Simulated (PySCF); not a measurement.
```tsv
atom	x (Å)	y (Å)	z (Å)
Si	0.0000	0.0000	-1.0587
P	0.0000	0.0000	0.9563
```

Computed with PBE0/aug-pcseg-1, non-relativistic, at a bond length of 2.015 Å (PySCF).

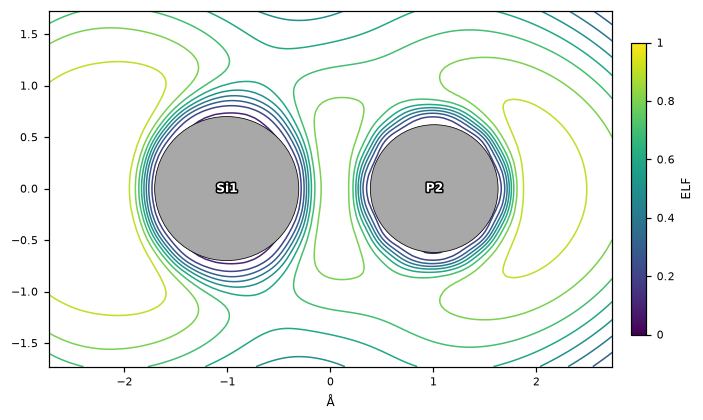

SiP (charge −1). Electron localisation function on a plane that holds the molecular axis. Grey discs cover the atomic cores.

Question: Interpret the plot.

Answer:
- The section cuts through Si and P sites.
- Si–P (2.01 Å): the ELF peaks at about 0.85 between the atoms (localised, covalent bonding).
- The ELF also peaks beside Si1 and P2, away from the bonds: lone-pair regions.
